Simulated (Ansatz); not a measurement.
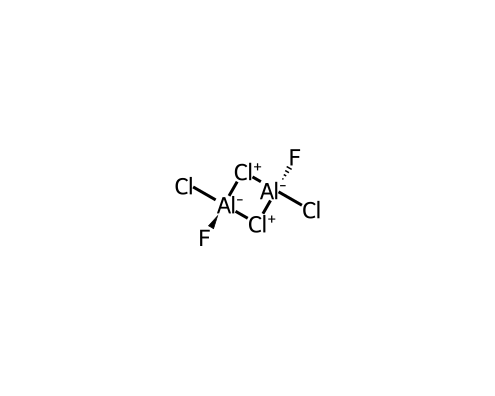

2D structure.

Give its SMILES.

[F][Al@-]1([Cl])[Cl+][Al@-]([F])([Cl])[Cl+]1

Give the formula, hydrogens included.

Al2Cl4F2.

An optimisation with PBE0-D4/def2-TZVP gave a structure of which point group?

C2h.

More results for the same structure follow; atom numbers are the same in all pictures, views and colours differ. Computed geometry: PBE0-D4/def2-TZVP optimisation.

**Shape**

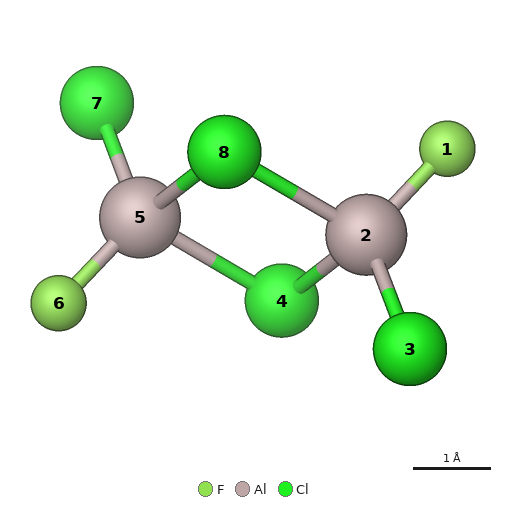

The atoms are numbered.

List the bonds and their lengths.

| bond | length (Å) |
| --- | --- |
| F1–Al2 | 1.635 |
| Al2–Cl3 | 2.070 |
| Al2–Cl4 | 2.259 |
| Al2–Cl8 | 2.259 |
| Cl4–Al5 | 2.259 |
| Al5–F6 | 1.635 |
| Al5–Cl7 | 2.070 |
| Al5–Cl8 | 2.259 |

**Electronic properties**

Method: RKS PBE0-D4/def2-QZVPP (Ansatz 0.2.0).

What is the dispersion correction?

−32.4 kJ/mol.

What is the HOMO energy (Kohn–Sham orbital)?

−9.78 eV.

Estimate the LUMO energy (Kohn–Sham orbital).

−1.09 eV.

**Vibrations**

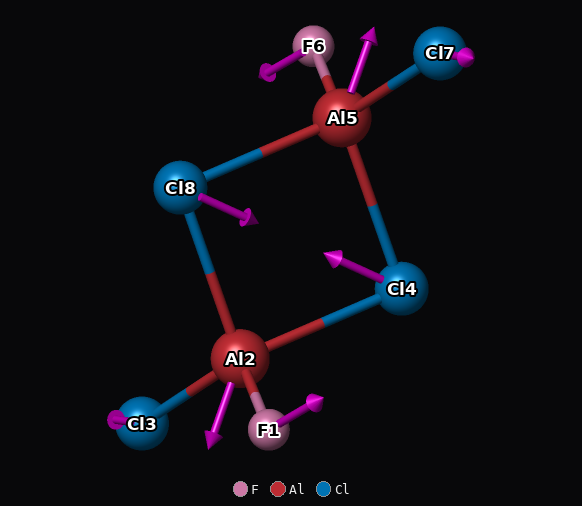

The arrows show one normal mode. Harmonic vibrations computed with RKS PBE0-D4/def2-TZVP (Ansatz 0.2.0) at a stationary point of the same level.

What kind of motion is it?

Mostly angle bending.

Estimate its harmonic wavenumber.

244 cm⁻¹; it is mode 10 of 18 counted from the lowest.

**Charges**

The questions are on Mulliken charges. Properties computed with RKS PBE0-D4/def2-TZVP (Ansatz 0.2.0).

Give the Mulliken charges atom by atom.

| atom | value (e) |
| --- | --- |
| F1 | −0.30 |
| Al2 | 0.63 |
| Cl3 | −0.21 |
| Cl4 | −0.11 |
| Al5 | 0.63 |
| F6 | −0.31 |
| Cl7 | −0.21 |
| Cl8 | −0.11 |

Mulliken values depend strongly on the basis set and can even reverse the polarity of a bond.
